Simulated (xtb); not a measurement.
## WH₂O₄: polarizability calculation

- system: WH₂O₄, SMILES [O]=[W](=[O])([OH])[OH]
- method: PTB (xtb 6.7.1 later snapshot)

The geometry comes from this level: GFN2-xTB.

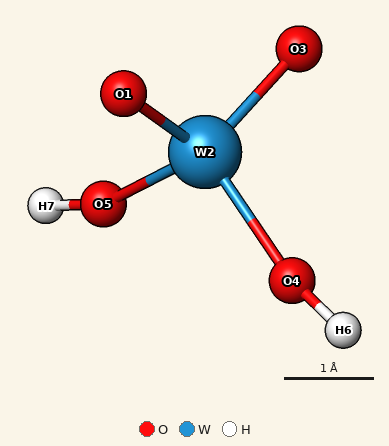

**Figure 1.** The input geometry (ball-and-stick view, seen at a tilt; atoms are numbered from 1 in the order of the input). Sticks mark near contacts. Bond lengths as drawn: H–O 0.97 Å and O–W 1.69 to 1.87 Å.

## Summary

| quantity | value |
| --- | --- |
| outcome | converged |
| electrons treated | 40 |
| HOMO | −10.84 eV |
| LUMO | 3.35 eV |
| dipole moment | 4.61 D |
| hardware | 1 thread of Arm Neoverse N1, 24 GiB of memory available, shared host |
| peak memory | 0.077 GiB |

## Input (struc.xyz)
```
7
start
O     -1.280840     1.491220    -0.016570
W     -0.090170     0.319530     0.270320
O      0.677540     0.603780     1.754420
O     -0.886610    -1.367370     0.295490
O      1.177580     0.381940    -1.098280
H     -1.479270    -2.106820     0.486010
H      1.881770     0.677710    -1.691390
```

Launch command:
```bash
xtb struc.xyz --ptb --alpha -P 1 | tee struc.out
```

## The program's output
```
* xtb version 6.7.1
   ID    Z sym.   atoms
    1    8 O      1, 3-5
    2   74 W      2
    3    1 H      6, 7

           -------------------------------------------------
          |                Calculation Setup                |
           -------------------------------------------------

          program call               : xtb struc.xyz --ptb --alpha -P 1
          coordinate file            : struc.xyz
          omp threads                :                     1

           -------------------------------------------------
          |                      P T B                      |
           -------------------------------------------------

                              @@@ @

          ...................................................
          :                      SETUP                      :
          :.................................................:
          :  # atomic orbitals                  81          :
          :  # shells                           33          :
          :  # electrons                        40          :
          :  # open shells                       0          :
          :  max. iterations                     2          :
          :  Hamiltonian                       PTB          :
          :  PC potential                    false          :
          :  electronic temp.          300.0000000     K    :
          :  -> integral cutoff          0.2500000E+02      :
          :  verbosity level                     2          :
          ...................................................

          --- Calculation progress: ---
              1st iteration...
              2nd iteration...
          --- Two-step SCF done. ---

           -------------------------------------------------
          |                Property Printout                |
           -------------------------------------------------

    * Orbital Energies and Occupations

         #    Occupation            Energy/Eh            Energy/eV
      -------------------------------------------------------------
         1        2.0000           -3.0825491             -83.8804
       ...           ...                  ...                  ...
         8        2.0000           -0.9143353             -24.8803
         9        2.0000           -0.6290165             -17.1164
        10        2.0000           -0.6060896             -16.4925
        11        2.0000           -0.4943528             -13.4520
        12        2.0000           -0.4889444             -13.3049
        13        2.0000           -0.4849511             -13.1962
        14        2.0000           -0.4728261             -12.8663
        15        2.0000           -0.4563063             -12.4167
        16        2.0000           -0.4359624             -11.8631
        17        2.0000           -0.4281400             -11.6503
        18        2.0000           -0.4237243             -11.5301
        19        2.0000           -0.4015447             -10.9266
        20        2.0000           -0.3981777             -10.8350 (HOMO)
        21                          0.1231493               3.3511 (LUMO)
        22                          0.1246508               3.3919
        23                          0.1576915               4.2910
        24                          0.1788775               4.8675
        25                          0.2662834               7.2459
        26                          0.3302491               8.9865
        27                          0.3684559              10.0262
        28                          0.5197506              14.1431
        29                          0.5446764              14.8214
        30                          0.5503624              14.9761
        31                          0.5536956              15.0668
       ...                                ...                  ...
        81                        106.6734226            2902.7316
      -------------------------------------------------------------
                  HL-Gap            0.5213270 Eh           14.1860 eV
             Fermi-level            0.0000000 Eh            0.0000 eV

    * Atomic partial charges (q)     Shell populations (p)
    ----------------------------------------------------------------------------------------------------------
      #  sym   q                     1          2          3          4          5          6          7
    ----------------------------------------------------------------------------------------------------------
      1  O    -0.53604               1.19801    0.50070    3.36498    1.39076    0.08160
      2  W     1.57514               1.09552    0.81215    0.27418    5.67830    0.82798    3.11417    0.62256
      3  O    -0.53649               1.19724    0.50103    3.36434    1.39229    0.08160
      4  O    -0.34033               1.06147    0.38328    3.50329    1.33847    0.05382
      5  O    -0.34066               1.06167    0.38354    3.50260    1.33915    0.05371
      6  H     0.08912               0.52949    0.07442    0.30696
      7  H     0.08926               0.52952    0.07451    0.30671
    ----------------------------------------------------------------------------------------------------------
      total:   0.00000

Wiberg/Mayer (AO) data.
largest (>0.10) Wiberg bond orders for each atom

 ---------------------------------------------------------------------------
     #   Z sym  total        # sym  WBO       # sym  WBO       # sym  WBO
 ---------------------------------------------------------------------------
     1   8      2.145 --     2      1.903     3      0.125
     2  74      5.948 --     1      1.903     3      1.901     4      1.051
                             5      1.051
     3   8      2.145 --     2      1.901     1      0.125
     4   8      2.153 --     2      1.051     6      0.955
     5   8      2.152 --     2      1.051     7      0.955
     6   1      0.976 --     4      0.955
     7   1      0.976 --     5      0.955
 ---------------------------------------------------------------------------

Topologies differ in total number of bonds
Writing topology from bond orders to xtbtopo.mol

 --------------------------------------
    Molecular dipole moment (a.u.)
    X        Y        Z
 --------------------------------------
    0.3758  -1.3549  -1.1431
 --------------------------------------
    Total dipole moment (a.u. / Debye):
    1.8121   4.6059

 --------------------------------------
    Molecular quadrupole tensor: (a.u.)
         X         Y         Z
    X    2.9652
    Y   17.5319    0.2749
    Z  -14.4257  -10.0499   -3.2401

 --------------------------------------
    Numerical polarizability tensor: (a.u.)
         X         Y         Z
    X   52.7333   -0.9663    2.4452
    Y   -0.9663   49.9750   -1.1425
    Z    2.4452   -1.1425   51.6068
 --------------------------------------
    Total isotropic dipole polarizability (a.u. / Å³):
   51.4384   7.6224

------------------------------------------------------------------------
------------------------------------------------------------------------
 total:
 *  cpu-time:     0 d,  0 h,  0 min,  0.049 sec
 * ratio c/w:     0.970 speedup
 SCF:
 *  cpu-time:     0 d,  0 h,  0 min,  0.047 sec
 * ratio c/w:     0.969 speedup
```
